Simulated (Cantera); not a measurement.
Charge: 1 mol Si, 0.074 mol Br₂, 0.92 mol H₂, held at 1225 °C.

Cantera equilibrium calculation (NASA polynomials, part measured and part estimated; ideal gas, pure solids and liquids). Candidate condensed phases: Br₂, Si; 19 gas species. The tables' values for SiBr₃, SiBr are old estimates; treat these amounts as uncertain. Kinetics and transport are ignored.

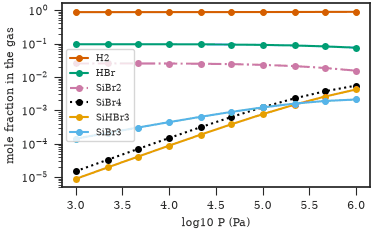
Equilibrium gas composition (values under 1e-9 drawn at 1e-9)

From 7.50 Torr to 7500 Torr the condensed part is Si(s). The main Si-bearing gas is SiBr₂ throughout.
